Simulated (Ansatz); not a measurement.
System: NaF₂.

Method: a formula put on the sites of a structure type, uncorrected energy per atom over the elements' standard states (H N O F Cl as gases), plane-wave PAW DFT, cell and atoms relaxed at 0 K and 0 GPa, spin start parallel or as listed, metals to 4 meV/atom (Ansatz 0.2.0). Level: PBE, collinear spin.

wave cutoff 420 eV.

The names give the starting types; a cell can relax into another structure.

What does the calculation give for the formation energy of each starting structure type? The cases: TbCd2 type; AlB2 type; CdBr2 type.

The same space group, volume and energy are reached by TbCd2 type and AlB2 type (No. 191). The lowest is CdBr2 type, at −1.637 eV/atom; the next, TbCd2 type, is 0.061 eV/atom higher.

```csv
starting structure type,formation energy (eV/atom),volume per atom (Å³),final space group number
TbCd2 type,-1.576,13.14,191
AlB2 type,-1.576,13.14,191
CdBr2 type,-1.637,13.73,186
```

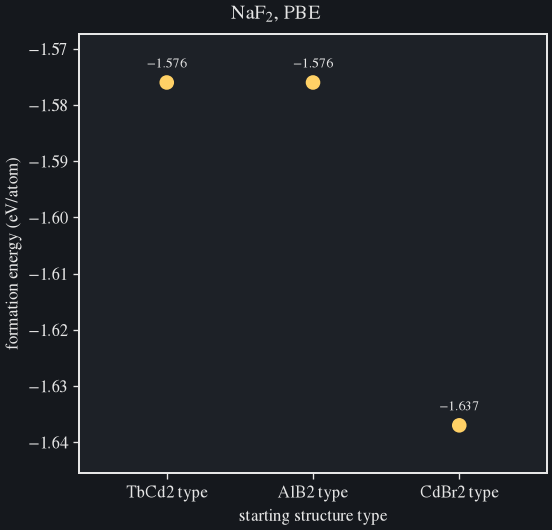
